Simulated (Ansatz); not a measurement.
System (SMILES): O=[O+][O-].
Geometry (B3LYP-D3(BJ)/def2-TZVP, fixed):
```xyz
3

O     -0.0102     1.0756    -0.2169
O      0.0093     0.0011     0.4285
O      0.0009    -1.0767    -0.2116
```

Basis-set convergence of the dipole moment at HF with Ansatz (a program for electronic structure). Dipoles come from the density behind the forces; the sign is taken along the dipole that this method gives in the largest set. Cartesian d functions, on some or all atoms, in 6-31+G*; all else is spherical. The program fits the integrals of some runs and decomposes those of others, by size. The T1 diagnostic of CCSD is high for at least one species. A restricted Hartree-Fock determinant is unstable towards unrestricted orbitals. No added dispersion term, no relativity. Reference: the value in aug-pcseg-3, 0.789 D. Deviations are taken from unrounded values.

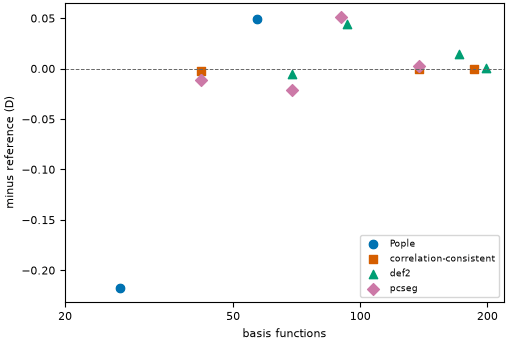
*Deviation from the reference against the number of basis functions, by family of sets.*

```
basis          functions  dipole moment (D)  minus reference (D)
-------------  ---------  -----------------  -------------------
3-21G                 27              0.572               -0.218
cc-pVDZ               42              0.787               -0.002
pcseg-1               42              0.778               -0.011
6-31+G*               57              0.839                0.050
aug-pcseg-1           69              0.768               -0.022
def2-SVPD             69              0.784               -0.006
pcseg-2               90              0.841                0.051
def2-TZVPP            93              0.834                0.044
aug-cc-pVTZ          138              0.789                0.000
aug-pcseg-2          138              0.792                0.002
def2-QZVPP           171              0.804                0.015
d-aug-cc-pVTZ        186              0.789               -0.001
def2-QZVPPD          198              0.790                0.000
```
